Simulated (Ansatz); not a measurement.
## Molecular dynamics of CH3Cl3NTa (part 3 of 3)

CH3Cl3NTa, SMILES C[N]=[Ta]([Cl])([Cl])[Cl]; RKS BLYP/def2-SVP (Ansatz 0.2.0). The geometry comes from this level: PBE0-D4/def2-TZVP.

Geometry of the input (Å):
```
C  0.2696  -1.3130  0.9776
N  0.0460  -0.1932  0.1395
Ta -0.2273  1.1865  -0.8939
Cl -2.1162  0.7316  -2.1180
Cl 1.6326  1.3934  -2.2247
Cl -0.5072  3.0006  0.4860
H  -0.5994  -1.9784  0.9711
H  1.1407  -1.8812  0.6365
H  0.4498  -0.9925  2.0085
```

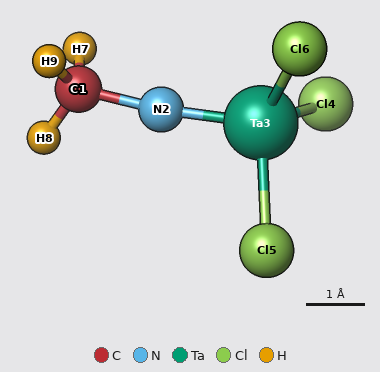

The geometry at step 41 of the log (ball-and-stick view, seen at a tilt; atoms are numbered from 1 in the order of the input).

**Trajectory as extended XYZ, continued**
```
9
Properties=species:S:1:pos:R:3:forces:R:3 step=30 time_fs=15.0 energy=-41686.55204 temperature=322.9
C     0.3226   -1.3695    1.0078   -0.3951  -0.0659   0.6089
N     0.1424   -0.2165    0.1220   -0.2845  -1.2448   1.1050
Ta   -0.2472    1.1968   -0.8825    0.9313  -0.8623  -0.0161
Cl   -2.0569    0.7470   -2.1655   -1.2278  -0.3276  -0.6951
Cl    1.5914    1.3689   -2.2219    0.8108   0.2183  -0.6433
Cl   -0.4829    2.9934    0.4627   -0.2172   1.2362   0.9896
H    -0.6462   -1.9799    1.1663    0.8572   0.7676  -0.3517
H     1.0913   -2.0966    0.6256   -0.2250   0.3954  -0.0228
H     0.6585   -1.0539    2.0600   -0.2497  -0.1168  -0.9746
9
Properties=species:S:1:pos:R:3:forces:R:3 step=31 time_fs=15.5 energy=-41686.53780 temperature=307.3
C     0.3268   -1.3717    1.0109   -0.4285  -0.1129   0.5079
N     0.1433   -0.2158    0.1198   -0.1963  -1.4033   1.2728
Ta   -0.2477    1.1969   -0.8821    0.9241  -0.7995  -0.0674
Cl   -2.0561    0.7472   -2.1678   -1.2224  -0.3279  -0.6896
Cl    1.5909    1.3683   -2.2225    0.8011   0.2198  -0.6370
Cl   -0.4823    2.9943    0.4629   -0.2162   1.2278   0.9849
H    -0.6491   -1.9732    1.1648    0.8873   0.7544  -0.3284
H     1.0876   -2.1123    0.6234   -0.2998   0.5290   0.0263
H     0.6622   -1.0649    2.0687   -0.2494  -0.0874  -1.0696
9
Properties=species:S:1:pos:R:3:forces:R:3 step=32 time_fs=16.0 energy=-41686.52824 temperature=296.8
C     0.3308   -1.3739    1.0142   -0.4465  -0.1347   0.3616
N     0.1440   -0.2154    0.1178   -0.1143  -1.5307   1.4164
Ta   -0.2482    1.1969   -0.8816    0.9186  -0.7478  -0.1100
Cl   -2.0554    0.7474   -2.1701   -1.2152  -0.3276  -0.6829
Cl    1.5905    1.3676   -2.2232    0.7906   0.2211  -0.6299
Cl   -0.4817    2.9954    0.4632   -0.2149   1.2177   0.9786
H    -0.6499   -1.9646    1.1625    0.8629   0.7054  -0.2950
H     1.0832   -2.1268    0.6213   -0.3500   0.6394   0.0659
H     0.6653   -1.0761    2.0749   -0.2313  -0.0428  -1.1047
9
Properties=species:S:1:pos:R:3:forces:R:3 step=33 time_fs=16.5 energy=-41686.52400 temperature=292.0
C     0.3348   -1.3762    1.0175   -0.4507  -0.1266   0.1721
N     0.1448   -0.2152    0.1161   -0.0390  -1.6255   1.5346
Ta   -0.2487    1.1970   -0.8812    0.9150  -0.7085  -0.1426
Cl   -2.0548    0.7476   -2.1725   -1.2062  -0.3266  -0.6751
Cl    1.5901    1.3671   -2.2238    0.7793   0.2222  -0.6221
Cl   -0.4811    2.9966    0.4635   -0.2134   1.2058   0.9707
H    -0.6486   -1.9544    1.1595    0.7832   0.6220  -0.2522
H     1.0779   -2.1397    0.6194   -0.3728   0.7216   0.0935
H     0.6678   -1.0875    2.0785   -0.1953   0.0157  -1.0790
9
Properties=species:S:1:pos:R:3:forces:R:3 step=34 time_fs=17.0 energy=-41686.52430 temperature=292.2
C     0.3387   -1.3785    1.0208   -0.4422  -0.0855  -0.0578
N     0.1455   -0.2154    0.1146    0.0293  -1.6873   1.6271
Ta   -0.2491    1.1971   -0.8807    0.9137  -0.6829  -0.1648
Cl   -2.0543    0.7477   -2.1749   -1.1954  -0.3249  -0.6662
Cl    1.5897    1.3665   -2.2245    0.7672   0.2232  -0.6136
Cl   -0.4806    2.9978    0.4639   -0.2117   1.1920   0.9613
H    -0.6454   -1.9426    1.1560    0.6486   0.5066  -0.2009
H     1.0717   -2.1508    0.6177   -0.3675   0.7720   0.1075
H     0.6699   -1.0987    2.0794   -0.1422   0.0867  -0.9926
9
Properties=species:S:1:pos:R:3:forces:R:3 step=35 time_fs=17.5 energy=-41686.52711 temperature=295.1
C     0.3425   -1.3808    1.0242   -0.4222  -0.0101  -0.3248
N     0.1463   -0.2158    0.1134    0.0903  -1.7164   1.6940
Ta   -0.2495    1.1971   -0.8803    0.9150  -0.6713  -0.1762
Cl   -2.0539    0.7478   -2.1773   -1.1827  -0.3226  -0.6559
Cl    1.5895    1.3659   -2.2253    0.7542   0.2240  -0.6043
Cl   -0.4800    2.9991    0.4644   -0.2097   1.1764   0.9501
H    -0.6407   -1.9297    1.1519    0.4617   0.3630  -0.1423
H     1.0647   -2.1602    0.6163   -0.3341   0.7886   0.1066
H     0.6717   -1.1098    2.0780   -0.0726   0.1684  -0.8471
9
Properties=species:S:1:pos:R:3:forces:R:3 step=36 time_fs=18.0 energy=-41686.52964 temperature=297.7
C     0.3462   -1.3831    1.0275   -0.3939   0.0984  -0.6226
N     0.1470   -0.2165    0.1125    0.1441  -1.7141   1.7357
Ta   -0.2500    1.1972   -0.8798    0.9189  -0.6739  -0.1767
Cl   -2.0535    0.7479   -2.1798   -1.1681  -0.3195  -0.6444
Cl    1.5892    1.3654   -2.2261    0.7403   0.2247  -0.5943
Cl   -0.4795    3.0005    0.4649   -0.2075   1.1589   0.9373
H    -0.6348   -1.9159    1.1475    0.2287   0.1966  -0.0781
H     1.0568   -2.1676    0.6151   -0.2742   0.7704   0.0903
H     0.6732   -1.1205    2.0746    0.0116   0.2584  -0.6471
9
Properties=species:S:1:pos:R:3:forces:R:3 step=38 time_fs=19.0 energy=-41686.52348 temperature=290.8
C     0.3533   -1.3876    1.0336   -0.3430   0.3968  -1.2653
N     0.1486   -0.2187    0.1116    0.2301  -1.6222   1.7478
Ta   -0.2508    1.1972   -0.8790    0.9342  -0.7200  -0.1465
Cl   -2.0530    0.7481   -2.1850   -1.1329  -0.3115  -0.6174
Cl    1.5889    1.3643   -2.2278    0.7096   0.2256  -0.5719
Cl   -0.4785    3.0035    0.4661   -0.2022   1.1182   0.9066
H    -0.6222   -1.8873    1.1382   -0.3210  -0.1682   0.0590
H     1.0393   -2.1771    0.6133   -0.0848   0.6327   0.0120
H     0.6767   -1.1397    2.0637    0.2100   0.4484  -0.1243
9
Properties=species:S:1:pos:R:3:forces:R:3 step=39 time_fs=19.5 energy=-41686.51268 temperature=278.9
C     0.3568   -1.3897    1.0363   -0.3451   0.5701  -1.5734
N     0.1495   -0.2203    0.1116    0.2623  -1.5376   1.7209
Ta   -0.2512    1.1973   -0.8785    0.9454  -0.7618  -0.1170
Cl   -2.0529    0.7481   -2.1876   -1.1123  -0.3064  -0.6018
Cl    1.5888    1.3638   -2.2287    0.6928   0.2258  -0.5594
Cl   -0.4780    3.0051    0.4669   -0.1992   1.0948   0.8887
H    -0.6167   -1.8734    1.1338   -0.5931  -0.3416   0.1268
H     1.0302   -2.1794    0.6124    0.0368   0.5187  -0.0474
H     0.6791   -1.1478    2.0574    0.3125   0.5380   0.1626
9
Properties=species:S:1:pos:R:3:forces:R:3 step=40 time_fs=20.0 energy=-41686.49848 temperature=263.5
C     0.3602   -1.3918    1.0387   -0.3857   0.7444  -1.8396
N     0.1504   -0.2221    0.1119    0.2873  -1.4310   1.6742
Ta   -0.2516    1.1973   -0.8781    0.9586  -0.8146  -0.0791
Cl   -2.0528    0.7481   -2.1903   -1.0897  -0.3008  -0.5848
Cl    1.5888    1.3633   -2.2297    0.6748   0.2259  -0.5461
Cl   -0.4775    3.0068    0.4676   -0.1960   1.0695   0.8691
H    -0.6126   -1.8603    1.1296   -0.8242  -0.4902   0.1909
H     1.0211   -2.1805    0.6115    0.1686   0.3817  -0.1166
H     0.6822   -1.1547    2.0516    0.4062   0.6151   0.4319
9
Properties=species:S:1:pos:R:3:forces:R:3 step=41 time_fs=20.5 energy=-41686.48436 temperature=248.2
C     0.3636   -1.3937    1.0407   -0.4772   0.9075  -2.0369
N     0.1514   -0.2242    0.1125    0.3051  -1.3056   1.6096
Ta   -0.2519    1.1973   -0.8776    0.9737  -0.8769  -0.0338
Cl   -2.0529    0.7481   -2.1930   -1.0650  -0.2945  -0.5663
Cl    1.5888    1.3629   -2.2306    0.6559   0.2257  -0.5319
Cl   -0.4771    3.0086    0.4685   -0.1925   1.0422   0.8479
H    -0.6104   -1.8484    1.1259   -0.9837  -0.6010   0.2492
H     1.0124   -2.1808    0.6103    0.3028   0.2303  -0.1908
H     0.6863   -1.1600    2.0467    0.4811   0.6723   0.6530
9
Properties=species:S:1:pos:R:3:forces:R:3 step=42 time_fs=21.0 energy=-41686.47431 temperature=237.3
C     0.3668   -1.3954    1.0423   -0.6242   1.0482  -2.1427
N     0.1524   -0.2265    0.1134    0.3152  -1.1645   1.5291
Ta   -0.2523    1.1973   -0.8772    0.9903  -0.9472   0.0178
Cl   -2.0530    0.7481   -2.1958   -1.0385  -0.2877  -0.5464
Cl    1.5888    1.3624   -2.2317    0.6359   0.2253  -0.5169
Cl   -0.4766    3.0104    0.4694   -0.1888   1.0129   0.8252
H    -0.6107   -1.8379    1.1227   -1.0479  -0.6659   0.3003
H     1.0045   -2.1804    0.6087    0.4300   0.0758  -0.2638
H     0.6915   -1.1638    2.0435    0.5279   0.7031   0.7974
9
Properties=species:S:1:pos:R:3:forces:R:3 step=43 time_fs=21.5 energy=-41686.47135 temperature=234.1
C     0.3699   -1.3969    1.0435   -0.8198   1.1572  -2.1449
N     0.1534   -0.2290    0.1145    0.3175  -1.0109   1.4348
Ta   -0.2526    1.1972   -0.8768    1.0082  -1.0239   0.0745
Cl   -2.0531    0.7480   -2.1986   -1.0100  -0.2804  -0.5251
Cl    1.5889    1.3620   -2.2327    0.6150   0.2247  -0.5011
Cl   -0.4762    3.0123    0.4703   -0.1848   0.9818   0.8009
H    -0.6134   -1.8290    1.1203   -1.0058  -0.6831   0.3435
H     0.9976   -2.1799    0.6064    0.5399  -0.0686  -0.3277
H     0.6980   -1.1658    2.0421    0.5397   0.7032   0.8450
9
Properties=species:S:1:pos:R:3:forces:R:3 step=44 time_fs=22.0 energy=-41686.47638 temperature=239.5
C     0.3729   -1.3981    1.0442   -1.0458   1.2280  -2.0458
N     0.1545   -0.2317    0.1159    0.3116  -0.8477   1.3287
Ta   -0.2530    1.1972   -0.8763    1.0270  -1.1055   0.1353
Cl   -2.0534    0.7479   -2.2014   -0.9797  -0.2725  -0.5023
Cl    1.5891    1.3615   -2.2338    0.5930   0.2238  -0.4845
Cl   -0.4757    3.0143    0.4713   -0.1807   0.9489   0.7753
H    -0.6185   -1.8218    1.1188   -0.8619  -0.6577   0.3788
H     0.9920   -2.1795    0.6033    0.6224  -0.1887  -0.3744
H     0.7058   -1.1662    2.0428    0.5140   0.6714   0.7890
9
Properties=species:S:1:pos:R:3:forces:R:3 step=45 time_fs=22.5 energy=-41686.48792 temperature=252.1
C     0.3756   -1.3991    1.0446   -1.2763   1.2562  -1.8627
N     0.1557   -0.2345    0.1175    0.2975  -0.6772   1.2131
Ta   -0.2533    1.1971   -0.8759    1.0464  -1.1905   0.1988
Cl   -2.0537    0.7479   -2.2043   -0.9478  -0.2642  -0.4783
Cl    1.5892    1.3611   -2.2349    0.5702   0.2227  -0.4672
Cl   -0.4753    3.0164    0.4724   -0.1764   0.9143   0.7484
H    -0.6257   -1.8161    1.1181   -0.6354  -0.5996   0.4062
H     0.9878   -2.1796    0.5993    0.6688  -0.2719  -0.3963
H     0.7148   -1.1650    2.0454    0.4529   0.6102   0.6380
9
Properties=species:S:1:pos:R:3:forces:R:3 step=46 time_fs=23.0 energy=-41686.50283 temperature=268.3
C     0.3781   -1.3999    1.0446   -1.4838   1.2400  -1.6235
N     0.1569   -0.2374    0.1193    0.2749  -0.5018   1.0896
Ta   -0.2536    1.1971   -0.8754    1.0661  -1.2776   0.2642
Cl   -2.0540    0.7478   -2.2072   -0.9142  -0.2555  -0.4530
Cl    1.5895    1.3607   -2.2361    0.5466   0.2214  -0.4491
Cl   -0.4749    3.0185    0.4735   -0.1719   0.8782   0.7204
H    -0.6345   -1.8118    1.1184   -0.3545  -0.5212   0.4259
H     0.9853   -2.1803    0.5944    0.6737  -0.3090  -0.3880
H     0.7249   -1.1623    2.0495    0.3632   0.5254   0.4136
9
Properties=species:S:1:pos:R:3:forces:R:3 step=47 time_fs=23.5 energy=-41686.51749 temperature=284.3
C     0.3803   -1.4004    1.0442   -1.6456   1.1806  -1.3600
N     0.1582   -0.2404    0.1213    0.2441  -0.3228   0.9599
Ta   -0.2539    1.1970   -0.8750    1.0857  -1.3654   0.3303
Cl   -2.0545    0.7476   -2.2101   -0.8792  -0.2463  -0.4265
Cl    1.5897    1.3603   -2.2373    0.5222   0.2198  -0.4303
Cl   -0.4746    3.0206    0.4746   -0.1673   0.8405   0.6912
H    -0.6440   -1.8088    1.1197   -0.0502  -0.4344   0.4381
H     0.9844   -2.1818    0.5886    0.6362  -0.2966  -0.3475
H     0.7359   -1.1584    2.0546    0.2542   0.4246   0.1447
9
Properties=species:S:1:pos:R:3:forces:R:3 step=48 time_fs=24.0 energy=-41686.52901 temperature=296.9
C     0.3821   -1.4007    1.0436   -1.7476   1.0823  -1.1009
N     0.1595   -0.2435    0.1234    0.2052  -0.1416   0.8250
Ta   -0.2542    1.1969   -0.8745    1.1049  -1.4528   0.3964
Cl   -2.0549    0.7475   -2.2131   -0.8428  -0.2367  -0.3988
Cl    1.5900    1.3600   -2.2385    0.4971   0.2180  -0.4108
Cl   -0.4742    3.0229    0.4758   -0.1626   0.8016   0.6612
H    -0.6537   -1.8069    1.1220    0.2495  -0.3490   0.4434
H     0.9850   -2.1840    0.5819    0.5602  -0.2376  -0.2769
H     0.7474   -1.1535    2.0600    0.1363   0.3159  -0.1385
9
Properties=species:S:1:pos:R:3:forces:R:3 step=49 time_fs=24.5 energy=-41686.53595 temperature=304.6
C     0.3836   -1.4008    1.0427   -1.7848   0.9530  -0.8672
N     0.1609   -0.2466    0.1257    0.1585   0.0411   0.6858
Ta   -0.2544    1.1967   -0.8741    1.1234  -1.5389   0.4615
Cl   -2.0555    0.7473   -2.2161   -0.8053  -0.2268  -0.3702
Cl    1.5903    1.3596   -2.2398    0.4714   0.2160  -0.3908
Cl   -0.4738    3.0251    0.4771   -0.1578   0.7615   0.6303
H    -0.6628   -1.8058    1.1255    0.5224  -0.2718   0.4419
H     0.9869   -2.1868    0.5746    0.4534  -0.1408  -0.1817
H     0.7593   -1.1478    2.0651    0.0188   0.2067  -0.4097
9
Properties=species:S:1:pos:R:3:forces:R:3 step=50 time_fs=25.0 energy=-41686.53847 temperature=307.5
C     0.3848   -1.4006    1.0417   -1.7600   0.8028  -0.6710
N     0.1622   -0.2497    0.1282    0.1044   0.2248   0.5429
Ta   -0.2547    1.1966   -0.8736    1.1409  -1.6227   0.5251
Cl   -2.0561    0.7472   -2.2191   -0.7668  -0.2165  -0.3407
Cl    1.5907    1.3593   -2.2410    0.4453   0.2137  -0.3702
Cl   -0.4735    3.0275    0.4784   -0.1529   0.7204   0.5987
H    -0.6707   -1.8053    1.1299    0.7532  -0.2069   0.4346
H     0.9899   -2.1899    0.5668    0.3264  -0.0188  -0.0704
H     0.7713   -1.1416    2.0692   -0.0905   0.1032  -0.6490
```

**Results in brief**

| quantity | value |
| --- | --- |
| outcome | finished |
| mean temperature over the second half | 298 K |
| trajectory | 50 steps, 25 fs |
| ensemble | nve |
| temperature in the input | 500 K |
| time step | 0.5 fs |
| potential energy (last step) | −41686.5389 eV |
| SCF solution under orbital rotations (last step) | stable |
| largest force (length of the vector) (last step) | 2.052 eV/Å |
| dipole moment (last step) | 1.78 D |
| wall time | 1.9 min (CPU time 7.1 min) |
| peak memory | 0.19 GiB |

**Notes**

So short a trajectory is not equilibrated.
